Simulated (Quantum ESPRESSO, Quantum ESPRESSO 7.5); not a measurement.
## Ti(0001), stepped through the number of layers

Wanted: a table for Ti(0001) against the number of layers, and what can be fitted to it.

Program: Quantum ESPRESSO 7.5. Level of theory: plane-wave DFT, PBE, GBRV ultrasoft pseudopotentials. Results are calculated unless marked as measured.

**Measured values to reproduce.**

“Anisotropic work function of elemental crystals” (2019, arxiv:1902.07811) quotes from earlier work for Ti (polycrystalline sample, no single face): work function, loosely compared (polycrystalline sample, no single face) 4.33 eV.

Most raw output is cut from this account.

## Step 1: The structure

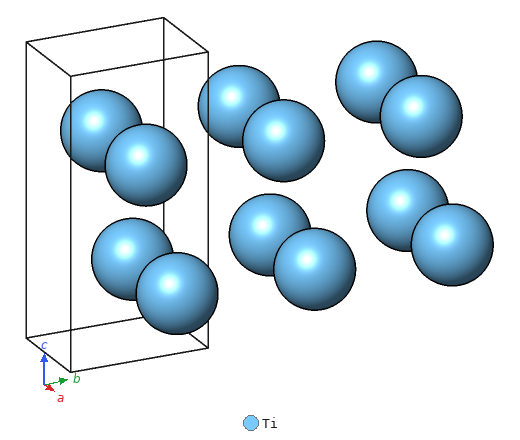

The starting structure, seen from the side, with the c axis up (titanium blue). 2×3×1 cells are drawn.

Coordinates:

```cif
data_structure
_symmetry_space_group_name_H-M 'P 1'
_symmetry_Int_Tables_number 1
_cell_length_a 2.9500
_cell_length_b 2.9500
_cell_length_c 4.6846
_cell_angle_alpha 90.000
_cell_angle_beta 90.000
_cell_angle_gamma 120.000
_cell_volume 35.31
loop_
_atom_site_label
_atom_site_type_symbol
_atom_site_fract_x
_atom_site_fract_y
_atom_site_fract_z
_atom_site_occupancy
Ti1 Ti 0.33333 0.66667 0.25000 1
Ti2 Ti 0.66667 0.33333 0.75000 1
```

Set-up: Symmetric 1×1 slabs with 16 Å of vacuum in the starting cell; the two outer layers of each face relax in a periodic cell and the inner ones are held; a run under open boundaries (ESM, bc1) then gives the work function. Cold smearing of 0.02 Ry, one mesh for all thicknesses. The slabs take the lattice constants of the bulk relaxed by the same program.

Members 6, 7, 8 and 10 took the same steps and show in the table alone.

## Step 2: Variable-cell relaxation of the reference

The bulk crystal is relaxed in cell and atoms; the members are built on its lattice constants.

File ref.vc.in:

```
&control
  prefix = 'ref.vc'
  outdir = './out'
  pseudo_dir = './pseudo'
  nstep = 40
  forc_conv_thr = 0.0003
  calculation = 'vc-relax'
/
&system
  ibrav = 0
  nat = 2
  ntyp = 1
  ecutwfc = 50
  ecutrho = 250
  occupations = 'smearing'
  smearing = 'mv'
  degauss = 0.02
/
&electrons
  conv_thr = 1e-09
  mixing_beta = 0.4
  electron_maxstep = 120
/
&ions
/
&cell
  press_conv_thr = 0.3
/
ATOMIC_SPECIES
  Ti  47.8670  ti_pbe_v1.4.uspp.F.UPF
CELL_PARAMETERS angstrom
  2.95000000000000 0.00000000000000 0.00000000000000
  -1.47500000000000 2.55477494116409 0.00000000000000
  0.00000000000000 0.00000000000000 4.68460000000000
ATOMIC_POSITIONS crystal
  Ti  0.333333333333 0.666666666667 0.250000000000
  Ti  0.666666666667 0.333333333333 0.750000000000
K_POINTS automatic
  16 16 9 0 0 0
```

On the command line:

```sh
$ OMP_NUM_THREADS=1 mpirun -n 4 pw.x -nk 4 -in ref.vc.in > ref.vc.out
```

Elapsed: 2.1 min, on 4 MPI ranks of Arm Neoverse N1, shared host; peak memory 0.3 GiB; 8.2 min of CPU time.

The steps of the relaxation:

| step | energy less that of the first step (eV) | largest force (eV/Å) | volume (Å³) |
| --- | --- | --- | --- |
| 1 | 0.0000 | 0.0000 | 35.31 |
| 2 | -0.0025 | 0.0000 | 35.00 |
| 3 | -0.0032 | 0.0000 | 34.75 |
| 4 | -0.0032 | 0.0000 | 34.75 |
| 5 | -0.0032 | 0.0000 | 34.75 |
| 6 | -0.0032 | 0.0000 | 34.75 |
| 7 | -0.0032 | 0.0000 | 34.75 |

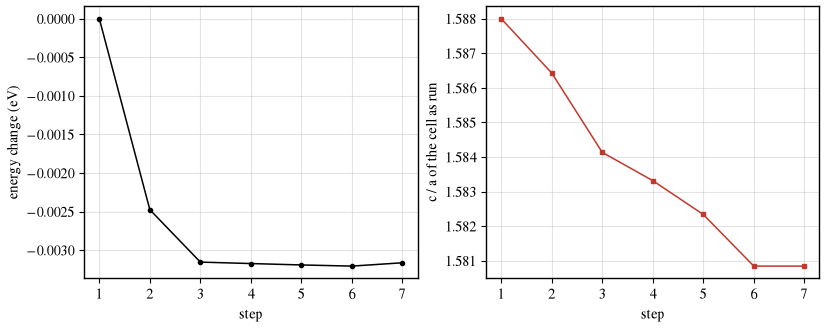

Energy and cell shape along the relaxation.

| conventional cell, symmetrised | before | after | change |
| --- | --- | --- | --- |
| a (Å) | 2.950 | 2.939 | -0.4 % |
| b (Å) | 2.950 | 2.939 | -0.4 % |
| c (Å) | 4.685 | 4.646 | -0.8 % |
| volume (Å³/atom) | 17.65 | 17.38 | -1.6 % |

The relaxed structure:

```cif
data_structure
_symmetry_space_group_name_H-M 'P 1'
_symmetry_Int_Tables_number 1
_cell_length_a 2.9389
_cell_length_b 2.9389
_cell_length_c 4.6460
_cell_angle_alpha 90.000
_cell_angle_beta 90.000
_cell_angle_gamma 120.000
_cell_volume 34.75
loop_
_atom_site_label
_atom_site_type_symbol
_atom_site_fract_x
_atom_site_fract_y
_atom_site_fract_z
_atom_site_occupancy
Ti1 Ti 0.33333 0.66667 0.25000 1
Ti2 Ti 0.66667 0.33333 0.75000 1
```

 The last row is no step: it is a fresh SCF in the final cell with a new plane-wave basis, +0 meV from the row before.

This step gave:

| Quantity | Value |
| --- | --- |
| free energy | -3244.9775 eV |
| Fermi energy | 13.38 eV |

## Step 3: Self-consistent run of the reference

A bulk run at that cell gives the reference energy and levels.

File ref.bulk.in:

```
&control
  prefix = 'ref.bulk'
  outdir = './out'
  pseudo_dir = './pseudo'
  calculation = 'scf'
  tprnfor = .true.
/
&system
  ibrav = 0
  nat = 2
  ntyp = 1
  ecutwfc = 40
  ecutrho = 200
  occupations = 'smearing'
  smearing = 'mv'
  degauss = 0.02
/
&electrons
  conv_thr = 1e-09
  mixing_beta = 0.4
  electron_maxstep = 120
/
ATOMIC_SPECIES
  Ti  47.8670  ti_pbe_v1.4.uspp.F.UPF
CELL_PARAMETERS angstrom
  2.93894489200000 0.00000000000000 0.00000000000000
  -1.46947244600000 2.54520093700000 0.00000000000000
  0.00000000000000 0.00000000000000 4.64602188400000
ATOMIC_POSITIONS crystal
  Ti  0.333333333300 0.666666666700 0.250000000000
  Ti  0.666666666700 0.333333333300 0.750000000000
K_POINTS automatic
  16 16 9 0 0 0
```

On the command line:

```sh
$ OMP_NUM_THREADS=1 mpirun -n 4 pw.x -nk 4 -in ref.bulk.in > ref.bulk.out
```

Wall time 21 s (4 MPI ranks); peak memory 0.25 GiB; 84 s of CPU time.

## Step 4: Relaxation with pw.x, 4 layers

What the set-up leaves free in this member is relaxed.

System of this step: Ti(0001), 4 layers. The cell holds 4 atoms: 4 Ti. Cell: a = 2.939 Å, b = 2.939 Å, c = 22.837 Å, α = 90.0°, β = 90.0°, γ = 60.0°. It derives from Ti. Vacuum lies along c.

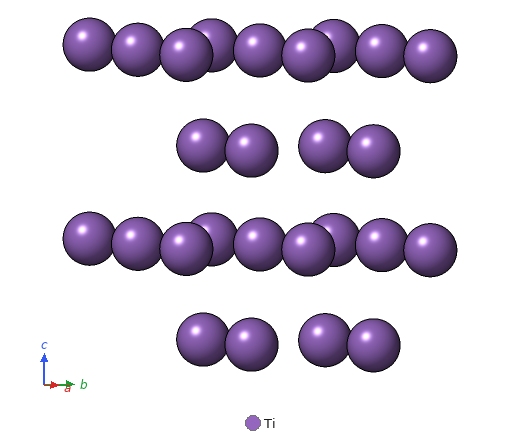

The cell of this step (titanium purple). 2×2×1 cells are drawn. Some periodic images of atoms are drawn too.

File m0.relax.in:

```
&control
  prefix = 'm0.relax'
  outdir = './out'
  pseudo_dir = './pseudo'
  nstep = 40
  forc_conv_thr = 0.001
  calculation = 'relax'
/
&system
  ibrav = 0
  nat = 4
  ntyp = 1
  ecutwfc = 40
  ecutrho = 200
  occupations = 'smearing'
  smearing = 'mv'
  degauss = 0.02
/
&electrons
  conv_thr = 1e-08
  mixing_beta = 0.4
  electron_maxstep = 120
  mixing_mode = 'local-TF'
/
&ions
/
ATOMIC_SPECIES
  Ti  47.8670  ti_pbe_v1.4.uspp.F.UPF
CELL_PARAMETERS angstrom
  2.93894489200000 0.00000000000000 0.00000000000000
  1.46947244600000 2.54520093679451 0.00000000000000
  0.00000000000000 0.00000000000000 22.83727134028083
ATOMIC_POSITIONS crystal
  Ti  0.666666666700 0.666666666700 0.347419756893
  Ti  0.000000000000 0.000000000000 0.449139918964
  Ti  0.666666666700 0.666666666700 0.550860081036
  Ti  0.000000000000 0.000000000000 0.652580243107
K_POINTS automatic
  12 12 1 0 0 0
```

On the command line:

```sh
$ OMP_NUM_THREADS=1 mpirun -n 4 pw.x -nk 4 -in m0.relax.in > m0.relax.out
```

Elapsed: 10 min, on 4 MPI ranks; peak memory 0.5 GiB.

The steps of the relaxation:

| step | energy less that of the first step (eV) | largest force (eV/Å) |
| --- | --- | --- |
| 1 | 0.0000 | 0.6952 |
| 2 | -0.0290 | 0.5984 |
| 3 | -0.0569 | 0.4793 |
| 4 | -0.0888 | 0.2882 |
| 5 | -0.1061 | 0.1049 |
| 6 | -0.1067 | 0.0688 |
| 7 | -0.1073 | 0.0765 |
| 8 | -0.1081 | 0.0759 |
| 9 | -0.1090 | 0.0674 |
| 10 | -0.1100 | 0.0491 |
| 11 | -0.1107 | 0.0162 |

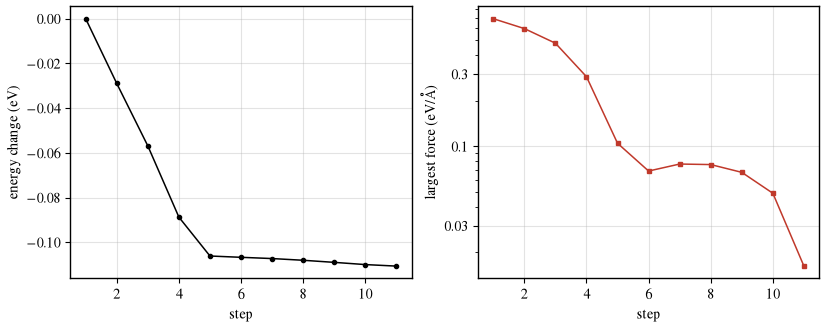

Energy and largest force along the relaxation.

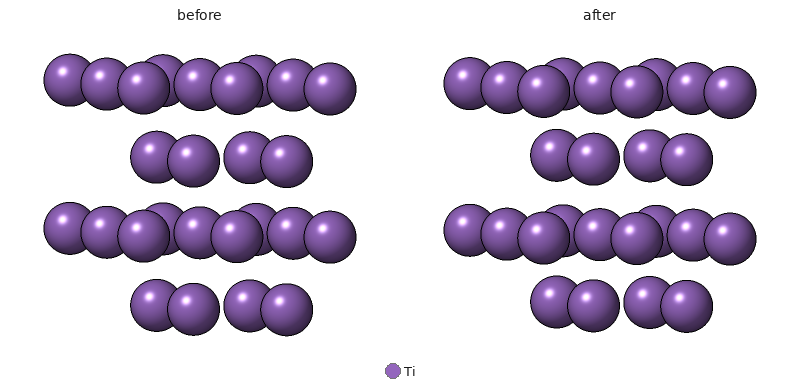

The structure before and after the relaxation, drawn at the same scale.

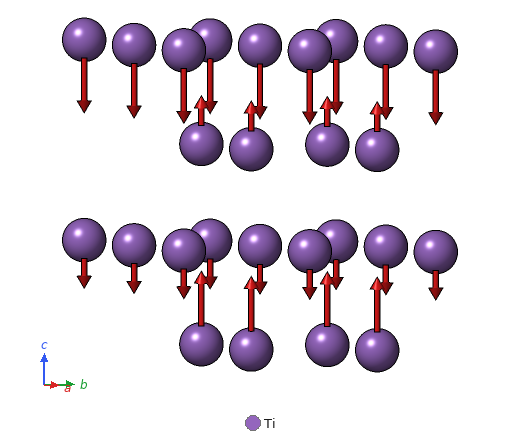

Displacements in the relaxation, exaggerated; the longest in the cell stands for 0.11 Å. 2×2×1 cells are drawn. Some periodic images of atoms are drawn too.

The atoms that moved most (Å):

| atom | dx | dy | dz | length |
| --- | --- | --- | --- | --- |
| Ti4 | 0.000 | 0.000 | -0.108 | 0.108 |
| Ti1 | 0.000 | 0.000 | 0.108 | 0.108 |
| Ti3 | 0.000 | 0.000 | 0.060 | 0.060 |
| Ti2 | 0.000 | 0.000 | -0.060 | 0.060 |

Final coordinates:

```xyz
4
Lattice="2.9389 0.0000 0.0000 1.4695 2.5452 0.0000 0.0000 0.0000 22.8373" Properties=species:S:1:pos:R:3
Ti    2.9389    1.6968    8.0417
Ti    0.0000    0.0000   10.1974
Ti    2.9389    1.6968   12.6398
Ti    0.0000    0.0000   14.7956
```

The relaxation lowers the energy by 28 meV an atom.

This step gave:

* free energy: -6488.1312 eV
* Fermi energy: 2.974 eV

## Step 5: Self-consistent run, 4 layers

A run under open boundaries on these atoms gives the vacuum levels.

File m0.esm.in:

```
&control
  prefix = 'm0.esm'
  outdir = './out'
  pseudo_dir = './pseudo'
  calculation = 'scf'
  tprnfor = .true.
/
&system
  ibrav = 0
  nat = 4
  ntyp = 1
  ecutwfc = 40
  ecutrho = 200
  occupations = 'smearing'
  smearing = 'mv'
  degauss = 0.02
  assume_isolated = 'esm'
  esm_bc = 'bc1'
/
&electrons
  conv_thr = 1e-08
  mixing_beta = 0.25
  electron_maxstep = 160
  mixing_mode = 'local-TF'
  mixing_ndim = 12
/
ATOMIC_SPECIES
  Ti  47.8670  ti_pbe_v1.4.uspp.F.UPF
CELL_PARAMETERS angstrom
  2.93894489200000 0.00000000000000 0.00000000000000
  1.46947244600000 2.54520093679451 0.00000000000000
  0.00000000000000 0.00000000000000 22.83727134028083
ATOMIC_POSITIONS crystal
  Ti  0.666666666700 0.666666666700 -0.147869045800
  Ti  0.000000000000 0.000000000000 -0.053473559100
  Ti  0.666666666700 0.666666666700 0.053473559100
  Ti  0.000000000000 0.000000000000 0.147869045800
K_POINTS automatic
  12 12 1 0 0 0
```

On the command line:

```sh
$ OMP_NUM_THREADS=1 mpirun -n 4 pw.x -nk 4 -in m0.esm.in > m0.esm.out
```

Wall time 2.1 min (4 MPI ranks); peak memory 0.5 GiB; 8.5 min of CPU time.

This step gave:

- Fermi energy: -4.423 eV
- vacuum line at the lower end of the cell, over the Fermi level: 4.423 eV
- vacuum line at the upper end of the cell, over the Fermi level: 4.423 eV

The potential energy, planar mean oscillates, so the rows of the table below give means over windows of 2.5 Å about each position, cut where the curve ends. Its maxima inside the range that stand out by 2 % of the span (Å: eV): -2.3: -1.48, 0.0: 0.0746, 2.3: -1.48. Its minima: -3.4: -19.6, -1.3: -19.4, 1.3: -19.4, 3.4: -19.6.

Electrostatic potential energy of an electron; zero at the Fermi level. The potential energy, planar mean by z; means over each step:

| z (Å) | potential energy, planar mean (eV) |
| --- | --- |
| -10.0 | 4.42 |
| -7.5 | 4.40 |
| -5.0 | 0.705 |
| -2.5 | -10.7 |
| 0.0 | -8.61 |
| 2.5 | -10.7 |
| 5.0 | 0.705 |
| 7.5 | 4.40 |
| 10.0 | 4.42 |

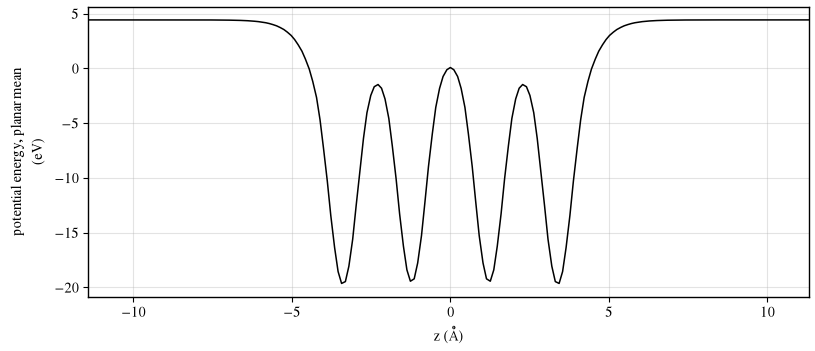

Potential energy, planar mean, plotted against z.

The vacuum levels are read from the outermost 0.7 Å of the cell on either side.

Inside the slab this potential holds the local part of the pseudopotentials, which can be repulsive at the nuclei; only its value in the vacuum has a meaning of its own.

## Step 6: Relaxing the ions, 5 layers

System of this step: Ti(0001), 5 layers. The cell holds 5 atoms: 5 Ti. Its edges and angles: a = 2.939 Å, b = 2.939 Å, c = 25.160 Å, α = 90.0°, β = 90.0°, γ = 60.0°. It derives from Ti. Vacuum lies along c.

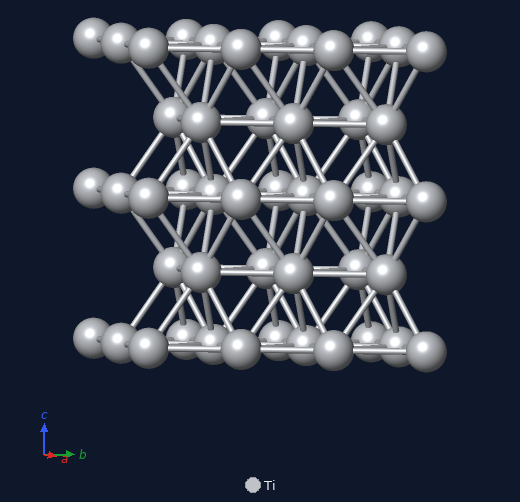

The cell of this step (titanium light grey). 2×3×1 cells are drawn. Some periodic images of atoms are drawn too.

File m1.relax.in:

```
&control
  prefix = 'm1.relax'
  outdir = './out'
  pseudo_dir = './pseudo'
  nstep = 40
  forc_conv_thr = 0.001
  calculation = 'relax'
/
&system
  ibrav = 0
  nat = 5
  ntyp = 1
  ecutwfc = 40
  ecutrho = 200
  occupations = 'smearing'
  smearing = 'mv'
  degauss = 0.02
/
&electrons
  conv_thr = 1e-08
  mixing_beta = 0.4
  electron_maxstep = 120
  mixing_mode = 'local-TF'
/
&ions
/
ATOMIC_SPECIES
  Ti  47.8670  ti_pbe_v1.4.uspp.F.UPF
CELL_PARAMETERS angstrom
  2.93894489200000 0.00000000000000 0.00000000000000
  1.46947244600000 2.54520093679451 0.00000000000000
  0.00000000000000 0.00000000000000 25.16028228228083
ATOMIC_POSITIONS crystal
  Ti  0.000000000000 0.000000000000 0.315343014364
  Ti  0.666666666700 0.666666666700 0.407671507182
  Ti  0.000000000000 0.000000000000 0.500000000000 0 0 0
  Ti  0.666666666700 0.666666666700 0.592328492818
  Ti  0.000000000000 0.000000000000 0.684656985636
K_POINTS automatic
  12 12 1 0 0 0
```

On the command line:

```sh
$ OMP_NUM_THREADS=1 mpirun -n 4 pw.x -nk 4 -in m1.relax.in > m1.relax.out
```

Run time: 14 min. Hardware: 4 MPI ranks; peak memory 0.55 GiB; 56 min of CPU time.

The steps of the relaxation:

| step | energy less that of the first step (eV) | largest force (eV/Å) |
| --- | --- | --- |
| 1 | 0.0000 | 0.6009 |
| 2 | -0.0243 | 0.5218 |
| 3 | -0.0477 | 0.4262 |
| 4 | -0.0749 | 0.2851 |
| 5 | -0.0929 | 0.0576 |
| 6 | -0.0931 | 0.0459 |
| 7 | -0.0934 | 0.0542 |
| 8 | -0.0938 | 0.0594 |
| 9 | -0.0945 | 0.0596 |
| 10 | -0.0953 | 0.0503 |
| 11 | -0.0959 | 0.0191 |

The atoms that moved most (Å):

| atom | dx | dy | dz | length |
| --- | --- | --- | --- | --- |
| Ti5 | 0.000 | 0.000 | -0.112 | 0.112 |
| Ti1 | 0.000 | 0.000 | 0.112 | 0.112 |
| Ti2 | 0.000 | 0.000 | -0.051 | 0.051 |
| Ti4 | 0.000 | 0.000 | 0.051 | 0.051 |

The relaxed structure:

```xyz
5
Lattice="2.9389 0.0000 0.0000 1.4695 2.5452 0.0000 0.0000 0.0000 25.1603" Properties=species:S:1:pos:R:3
Ti    0.0000    0.0000    8.0459
Ti    2.9389    1.6968   10.2066
Ti    0.0000    0.0000   12.5801
Ti    2.9389    1.6968   14.9537
Ti    0.0000    0.0000   17.1144
```

The relaxation lowers the energy by 19 meV an atom. On the free atoms the largest force ends at 0.019 eV/Å.

Numbers from this step:

| Quantity | Value |
| --- | --- |
| free energy | -8110.6083 eV |
| Fermi energy | 3.921 eV |

## Step 7: Self-consistent run, 5 layers

File m1.esm.in:

```
&control
  prefix = 'm1.esm'
  outdir = './out'
  pseudo_dir = './pseudo'
  calculation = 'scf'
  tprnfor = .true.
/
&system
  ibrav = 0
  nat = 5
  ntyp = 1
  ecutwfc = 40
  ecutrho = 200
  occupations = 'smearing'
  smearing = 'mv'
  degauss = 0.02
  assume_isolated = 'esm'
  esm_bc = 'bc1'
/
&electrons
  conv_thr = 1e-08
  mixing_beta = 0.25
  electron_maxstep = 160
  mixing_mode = 'local-TF'
  mixing_ndim = 12
/
ATOMIC_SPECIES
  Ti  47.8670  ti_pbe_v1.4.uspp.F.UPF
CELL_PARAMETERS angstrom
  2.93894489200000 0.00000000000000 0.00000000000000
  1.46947244600000 2.54520093679451 0.00000000000000
  0.00000000000000 0.00000000000000 25.16028228228083
ATOMIC_POSITIONS crystal
  Ti  0.000000000000 0.000000000000 -0.180214046700
  Ti  0.666666666700 0.666666666700 -0.094336310300
  Ti  0.000000000000 0.000000000000 0.000000000000
  Ti  0.666666666700 0.666666666700 0.094336310300
  Ti  0.000000000000 0.000000000000 0.180214046700
K_POINTS automatic
  12 12 1 0 0 0
```

On the command line:

```sh
$ OMP_NUM_THREADS=1 mpirun -n 4 pw.x -nk 4 -in m1.esm.in > m1.esm.out
```

Elapsed: 4 min, on 4 MPI ranks; peak memory 0.55 GiB; 16 min of CPU time.

Read from the output:

- free energy: -8110.6084 eV
- Fermi energy: -4.435 eV
- vacuum line at the lower end of the cell, over the Fermi level: 4.435 eV
- vacuum line at the upper end of the cell, over the Fermi level: 4.435 eV

Inside the slab this potential holds the local part of the pseudopotentials, which can be repulsive at the nuclei; only its value in the vacuum has a meaning of its own.

## Step 8: Relaxation with pw.x, 12 layers

System of this step: Ti(0001), 12 layers. The cell holds 12 atoms: 12 Ti. Its edges and angles: a = 2.939 Å, b = 2.939 Å, c = 41.421 Å, α = 90.0°, β = 90.0°, γ = 60.0°. It derives from Ti. Vacuum lies along c.

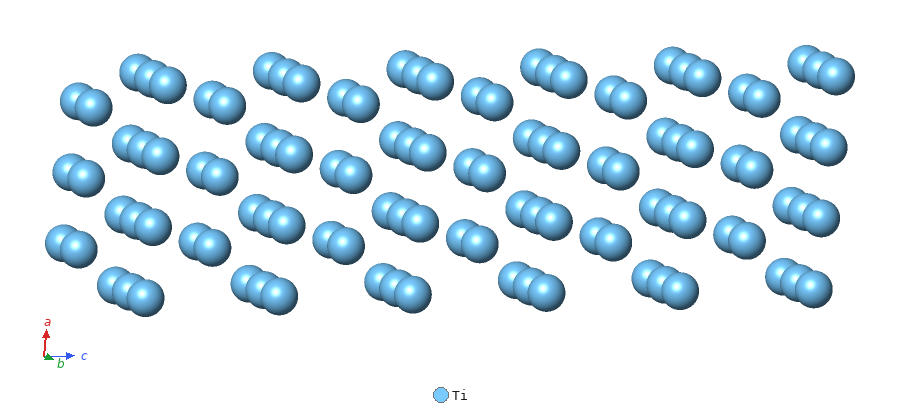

The cell of this step (titanium blue). 3×2×1 cells are drawn. Some periodic images of atoms are drawn too.

File m6.relax.in:

```
&control
  prefix = 'm6.relax'
  outdir = './out'
  pseudo_dir = './pseudo'
  nstep = 40
  forc_conv_thr = 0.001
  calculation = 'relax'
/
&system
  ibrav = 0
  nat = 12
  ntyp = 1
  ecutwfc = 40
  ecutrho = 200
  occupations = 'smearing'
  smearing = 'mv'
  degauss = 0.02
/
&electrons
  conv_thr = 1e-08
  mixing_beta = 0.4
  electron_maxstep = 120
  mixing_mode = 'local-TF'
/
&ions
/
ATOMIC_SPECIES
  Ti  47.8670  ti_pbe_v1.4.uspp.F.UPF
CELL_PARAMETERS angstrom
  2.93894489200000 0.00000000000000 0.00000000000000
  1.46947244600000 2.54520093679451 0.00000000000000
  0.00000000000000 0.00000000000000 41.42135887628083
ATOMIC_POSITIONS crystal
  Ti  0.666666666700 0.666666666700 0.191546570957
  Ti  0.000000000000 0.000000000000 0.247629012601
  Ti  0.666666666700 0.666666666700 0.303711454246 0 0 0
  Ti  0.000000000000 0.000000000000 0.359793895890 0 0 0
  Ti  0.666666666700 0.666666666700 0.415876337534 0 0 0
  Ti  0.000000000000 0.000000000000 0.471958779178 0 0 0
  Ti  0.666666666700 0.666666666700 0.528041220822 0 0 0
  Ti  0.000000000000 0.000000000000 0.584123662466 0 0 0
  Ti  0.666666666700 0.666666666700 0.640206104110 0 0 0
  Ti  0.000000000000 0.000000000000 0.696288545754 0 0 0
  Ti  0.666666666700 0.666666666700 0.752370987399
  Ti  0.000000000000 0.000000000000 0.808453429043
K_POINTS automatic
  12 12 1 0 0 0
```

On the command line:

```sh
$ OMP_NUM_THREADS=1 mpirun -n 4 pw.x -nk 4 -in m6.relax.in > m6.relax.out
```

Wall time 42 min (4 MPI ranks); peak memory 1.1 GiB.

Relaxation path:

| step | energy less that of the first step (eV) | largest force (eV/Å) |
| --- | --- | --- |
| 1 | 0.0000 | 0.5966 |
| 2 | -0.0239 | 0.5292 |
| 3 | -0.0471 | 0.4464 |
| 4 | -0.0748 | 0.3022 |
| 5 | -0.0956 | 0.0681 |
| 6 | -0.0962 | 0.0277 |
| 7 | -0.0962 | 0.0198 |

The atoms that moved most (Å):

| atom | dx | dy | dz | length |
| --- | --- | --- | --- | --- |
| Ti11 | 0.000 | 0.000 | 0.081 | 0.081 |
| Ti2 | 0.000 | 0.000 | -0.081 | 0.081 |
| Ti1 | 0.000 | 0.000 | 0.074 | 0.074 |
| Ti12 | 0.000 | 0.000 | -0.074 | 0.074 |

Final coordinates:

```cif
data_structure
_symmetry_space_group_name_H-M 'P 1'
_symmetry_Int_Tables_number 1
_cell_length_a 2.9389
_cell_length_b 2.9389
_cell_length_c 41.4214
_cell_angle_alpha 90.000
_cell_angle_beta 90.000
_cell_angle_gamma 60.000
_cell_volume 309.84
loop_
_atom_site_label
_atom_site_type_symbol
_atom_site_fract_x
_atom_site_fract_y
_atom_site_fract_z
_atom_site_occupancy
Ti1 Ti 0.66667 0.66667 0.19333 1
Ti2 Ti 0.00000 0.00000 0.24566 1
Ti3 Ti 0.66667 0.66667 0.30371 1
Ti4 Ti 0.00000 0.00000 0.35979 1
Ti5 Ti 0.66667 0.66667 0.41588 1
Ti6 Ti 0.00000 0.00000 0.47196 1
Ti7 Ti 0.66667 0.66667 0.52804 1
Ti8 Ti 0.00000 0.00000 0.58412 1
Ti9 Ti 0.66667 0.66667 0.64021 1
Ti10 Ti 0.00000 0.00000 0.69629 1
Ti11 Ti 0.66667 0.66667 0.75434 1
Ti12 Ti 0.00000 0.00000 0.80667 1
```

The relaxation lowers the energy by 8 meV an atom. On the free atoms the largest force ends at 0.020 eV/Å.

Numbers from this step:

```
free energy  : -19468.0285 eV
Fermi energy : 7.644 eV
```

(Continued in part 2 of 2.)

[Logs are printed without paths, hosts, clocks, repeated set-up lines and the standing remarks that a program may print on its own settings, such as how far it seeks lower states.]

[Hosts, paths, dates, database ids (printed as entryN), source tags and the programs' standing remarks are cut or masked in the printed files.]

[Maps of the electrostatic potential energy from Ansatz leave out the sawtooth potential of an applied field or a dipole correction, so their vacuum need not be flat; planar profiles and work functions include it.]
